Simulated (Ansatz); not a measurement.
# PBE/cc-pVDZ run of C2F3N (cyanotrifluoromethane)

Aim: the electronic atomisation energy of C2F3N (cyanotrifluoromethane) at PBE/cc-pVDZ, from 4 runs. 

The results are computed with Ansatz 0.2.0.

51 further runs of the same task are left out: 12 that didn't finish, 39 set aside as unsound or not needed.

## Step 1: The system as given

C2F3N: 6 atoms, total charge 0, spin state singlet. SMILES: `N#CC(F)(F)F`. Geometry: relaxed at PBE0-D4/def2-TZVP.

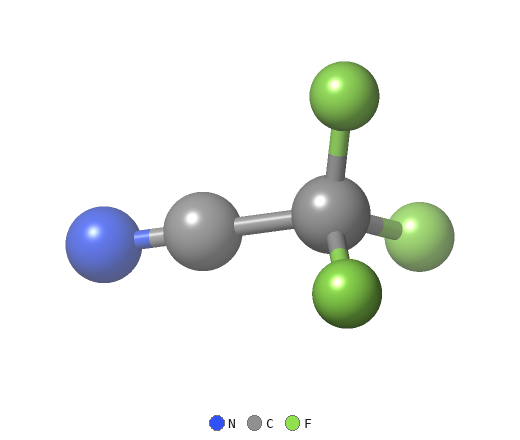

The structure, seen from a chosen angle (nitrogen blue, carbon grey, fluorine green).

## Step 2: A single-point energy at PBE/cc-pVDZ

File in.yaml:

```yaml
crystal:
  periodic: [false, false, false]
  atoms:
    - {symbol: N, position_ang: [1.022100, -1.705100, 0.893500]}
    - {symbol: C, position_ang: [0.486200, -0.810600, 0.417800]}
    - {symbol: C, position_ang: [-0.206400, 0.345600, -0.197200]}
    - {symbol: F, position_ang: [-1.316000, -0.055800, -0.802300]}
    - {symbol: F, position_ang: [0.581500, 0.927000, -1.091500]}
    - {symbol: F, position_ang: [-0.525200, 1.234800, 0.733600]}
basis:
  gaussian: {orbitals: cc-pVDZ}
hamiltonian: {xc: {name: PBE}}
accuracy: high
output: {orbitals: {seedname: orbitals}}
```

Started as:

```
$ ansatz run in.yaml --threads 1 --pin off --max-ram 3480MiB --events-out events.jsonl --progress --plain --runs-dir runs
```

The program printed:

```text
Warning: RAYON_NUM_THREADS=1 ignored (pool sized by the plan → 1); use --threads N
Functional definition: PBE
  name "PBE"
  parameter kappa = 0.804
  parameter beta = 0.06672455060314922
  exchange = pbe_x(kappa = kappa, mu = beta*pi^2/3)
  correlation = pbe_c(beta = beta)
1829 factors; integrals over basis functions are off by at most 2.6e-9 eV
mean field evaluation 1: about -11697.5253 eV, gradient 5.0e1 eV
mean field evaluation 2: about -11676.5657 eV, gradient 1.1e2 eV
mean field evaluation 4: about -11702.2489 eV, gradient 6.4e0 eV
mean field evaluation 8: about -11702.3135 eV, gradient 6.2e-1 eV
mean field evaluation 16: about -11702.3143 eV, gradient 8.2e-6 eV
mean field -11702.31427759 eV, -430.0521175879 hartree, gradient 1.7e-8 eV, S^2 0.000000; 0 other end points of the search recorded, 0 dependent functions left out
reference -11702.31427922 eV, -430.0521176478 hartree; 23, 23 occupied and 61, 61 virtual orbitals, 1829 factors
Total energy: -11702.31427922 eV, -430.0521176478 hartree
```

It took 8.4 s on 1 thread of Arm Neoverse N1, shared host; peak memory 0.2 GiB.

## Step 3: The C atom

File run.yaml:

```yaml
crystal:
  periodic: [false, false, false]
  atoms:
    - symbol: C
      position_ang: [0.000000, 0.000000, 0.000000]
basis:
  gaussian: {orbitals: cc-pVDZ}
magnetization: {spin_polarized: true, initial_magnetization: 2}
hamiltonian: {xc: pbe}
accuracy: high
```

Run the same way, it converges to -37.78854 Eh (log not shown).

## Step 4: The F atom, same level

File molecule.yaml:

```yaml
crystal:
  periodic: [false, false, false]
  atoms:
    - {symbol: F, position_ang: [0.000000, 0.000000, 0.000000]}
basis:
  gaussian: {orbitals: cc-pVDZ}
magnetization: {spin_polarized: true, initial_magnetization: 1}
hamiltonian: {xc: {name: PBE}}
accuracy: high
```

Run the same way, it converges to -99.62478 Eh (log not shown).

## Step 5: The N atom, same level

File in.yaml:

```yaml
basis:
  gaussian: {orbitals: cc-pVDZ}
crystal:
  periodic: [false, false, false]
  atoms:
    - symbol: "N"
      position_ang: [0.000000, 0.000000, 0.000000]
magnetization: {spin_polarized: true, initial_magnetization: 3}
hamiltonian: {xc: pbe}
accuracy: high
```

Run the same way, it converges to -54.51718 Eh (log not shown).

## Step 6: Summary of results

Level: PBE/cc-pVDZ.

| quantity | value |
| --- | --- |
| molecule: total energy | -430.05212 Eh |
| molecule: HOMO energy | -9.29 eV |
| molecule: LUMO energy | -1.50 eV |
| molecule: HOMO–LUMO gap | 7.79 eV |
| C atom: total energy | -37.78854 Eh |
| C atom: ⟨S²⟩ | 2.002 |
| F atom: total energy | -99.62478 Eh |
| F atom: ⟨S²⟩ | 0.751 |
| N atom: total energy | -54.51718 Eh |
| N atom: ⟨S²⟩ | 3.751 |
| electronic atomisation energy | 29.484 eV |

What this shows: Taking the molecule apart into free atoms costs 29.48 eV (680 kcal/mol), before zero-point energy and without spin-orbit coupling.
